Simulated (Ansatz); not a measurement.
```yaml
atoms:
  - { symbol: Ga, position_ang: [0.5642, 0.0302, 0.0545] }
  - { symbol: N, position_ang: [0.9789, -0.0338, 1.8127] }
  - { symbol: H, position_ang: [0.3038, -0.1308, 2.5522] }
  - { symbol: H, position_ang: [1.9145, 0.0227, 2.1778] }
  - { symbol: H, position_ang: [1.7462, 0.1839, -0.9498] }
  - { symbol: H, position_ang: [-0.9442, -0.0723, -0.3246] }
```

These are results of RKS BHLYP/def2-SVP (Ansatz 0.2.0), not measurements.

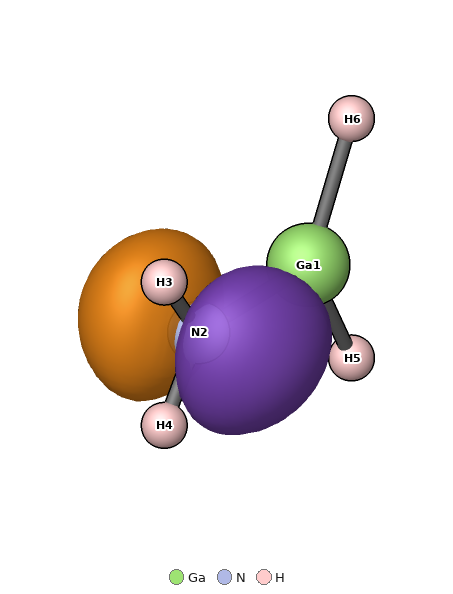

GaH$_{4}$N. The HOMO at ±0.2 Å⁻³ᐟ² (orange and purple are the two phases), seen at an oblique angle.

Q: Describe this orbital and give its energy.

A: It lies mainly on N2 (about 75 %) and Ga1 (about 15 %); it changes sign across the molecular plane (π type). Its energy is −8.54 eV.
